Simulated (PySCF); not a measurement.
# PmF3(NH3): other functionals and bases at one geometry

How far do other levels of theory move the description of PmF3(NH3), and what does each cost? The species was built from a template and needn't be a known compound.

Method: several levels, as the steps say, no spin–orbit coupling; program: PySCF 2.14.0.

1 further run of the same task is left out (for a known fault of the program).

## (1) The system as given

8 atoms, charge 0, spin multiplicity 1.

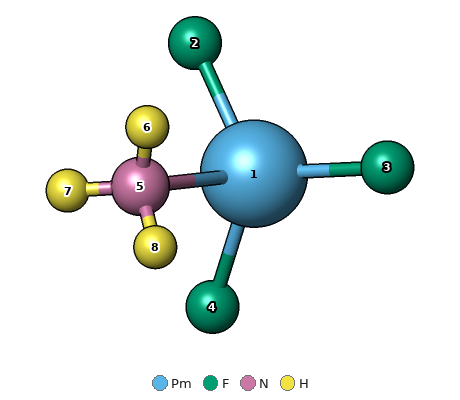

The geometry (promethium blue, fluorine teal, nitrogen pink, hydrogen yellow); atoms are numbered from 1 in the order of the file.

Coordinates:

```mol
F3H3NPm
  3D, bonds by distance, orders not assigned

  8  7  0  0  0  0  0  0  0  0999 V2000
    0.1178   -0.1178    0.1178 Pm  0  0
    1.1100    1.4325    1.1100 F   0  0
   -1.4325   -1.1100    1.1100 F   0  0
    1.1100   -1.1100   -1.4325 F   0  0
   -1.3827    1.3827   -1.3827 N   0  0
   -1.9926    1.9926   -0.8352 H   0  0
   -0.8352    1.9926   -1.9926 H   0  0
   -1.9926    0.8352   -1.9926 H   0  0
  1  2  8  0
  1  3  8  0
  1  4  8  0
  1  5  8  0
  5  6  8  0
  5  7  8  0
  5  8  8  0
M  END
```

Formal oxidation states: Pm +3. Each metal's 4 4f electrons lie in its core potential, so multiplicities, spins and levels count the valence alone. An earlier session relaxed this geometry at PBE0, Pm lcecp-1-SVP with ECP50, F def2-SVP, N def2-SVP, H def2-SVP (singlet, point group C3v).

At PBE0 on the finer grid: E = -389.854816 Eh, HOMO -9.21 eV, LUMO -0.80 eV, Mulliken charge on Pm1 +1.20 e, largest force component 0.012 eV/Å. 

Levels to run: M06-L; revPBE; PBE0, TZVP. Hardware: 2 threads of Arm Neoverse V1, shared host.

## (2) M06-L

The input, run.py (the lines that set the calculation):

```python
mol = gto.M(atom='''
Pm     0.11781    -0.11781     0.11781
F      1.10998     1.43254     1.10998
F     -1.43254    -1.10998     1.10998
F      1.10998    -1.10998    -1.43254
N     -1.38268     1.38268    -1.38268
H     -1.99262     1.99262    -0.83522
H     -0.83522     1.99262    -1.99262
H     -1.99262     0.83522    -1.99262''',
    basis={'Pm': 'lcecp-1-SVP', 'F': 'def2-SVP', 'N': 'def2-SVP', 'H': 'def2-SVP'},
    ecp={'Pm': 'lcecp-1-SVP'},
    charge=0, spin=0)
mf = dft.RKS(mol, xc='M06L')
mf.grids.atom_grid = (75, 302)  # f atoms: unpruned, at least (60, 302)
mf = mf.density_fit()  # fitting sets: Pm AutoAux, F def2-universal-JKFIT, N def2-universal-JKFIT, H def2-universal-JKFIT
mf.conv_tol = 1e-08; mf.max_cycle = 55
mf.kernel(dm0)  # dm0: the density of the relaxed state
```

Started as:

```sh
$ OMP_NUM_THREADS=2 python run.py
```

## (3) revPBE

run.py (the lines that set the calculation): that of step 2 with these lines changed.

```diff
@@ -12,3 +12,3 @@
     charge=0, spin=0)
-mf = dft.RKS(mol, xc='M06L')
+mf = dft.RKS(mol, xc='PBE_R,PBE')
 mf.grids.atom_grid = (75, 302)  # f atoms: unpruned, at least (60, 302)
```

## (4) PBE0, TZVP

Basis: Pm lcecp-1-TZVP with ECP50, F def2-TZVP, N def2-TZVP, H def2-TZVP. 

run.py (the lines that set the calculation): that of step 3 with these lines changed.

```diff
@@ -9,6 +9,6 @@
 H     -1.99262     0.83522    -1.99262''',
-    basis={'Pm': 'lcecp-1-SVP', 'F': 'def2-SVP', 'N': 'def2-SVP', 'H': 'def2-SVP'},
-    ecp={'Pm': 'lcecp-1-SVP'},
+    basis={'Pm': 'lcecp-1-TZVP', 'F': 'def2-TZVP', 'N': 'def2-TZVP', 'H': 'def2-TZVP'},
+    ecp={'Pm': 'lcecp-1-TZVP'},
     charge=0, spin=0)
-mf = dft.RKS(mol, xc='PBE_R,PBE')
+mf = dft.RKS(mol, xc='PBE0')
 mf.grids.atom_grid = (75, 302)  # f atoms: unpruned, at least (60, 302)
@@ -16,2 +16,2 @@
 mf.conv_tol = 1e-08; mf.max_cycle = 55
-mf.kernel(dm0)  # dm0: the density of the relaxed state
+mf.kernel(dm0)  # dm0: free metal ions and neutral atoms
```

**Question.** What will these runs give? Wanted: for each run, HOMO; gap; charge on Pm1; dipole; largest force.

As calculated:

| level | state | HOMO (eV) | gap (eV) | charge on Pm1 (e) | dipole (D) | largest force (eV/Å) | basis functions | time |
| --- | --- | --- | --- | --- | --- | --- | --- | --- |
| PBE0 (relaxed here) | singlet | -9.21 | 8.41 | 1.20 | 5.69 | 0.01 | 104 | 14 s |
| M06-L | singlet | -7.55 | 6.88 | 1.34 | 5.53 | 0.19 | 104 | 8.3 s |
| revPBE | singlet | -7.20 | 5.76 | 0.99 | 5.56 | 0.27 | 104 | 6 s |
| PBE0, TZVP | singlet | -9.41 | 8.42 | 1.62 | 5.65 | 0.22 | 189 | 15 s |

Times are on 2 threads of Arm Neoverse V1, shared host; the first row also made further properties.

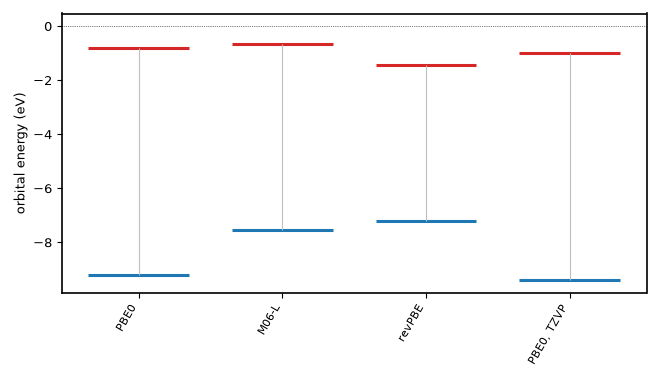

Highest filled and lowest empty level, method by method.

In one basis the HOMO–LUMO gap runs from 5.76 eV (revPBE) to 8.41 eV (PBE0). The largest leftover force, 0.27 eV/Å with revPBE, stands at a geometry relaxed at another level. The Mulliken charge on Pm spans +0.99 to +1.62 e over the levels. With 4f in the core, its levels are missing from HOMO and gap. Total energies of different levels can't be compared. Spin–orbit coupling is left out throughout.
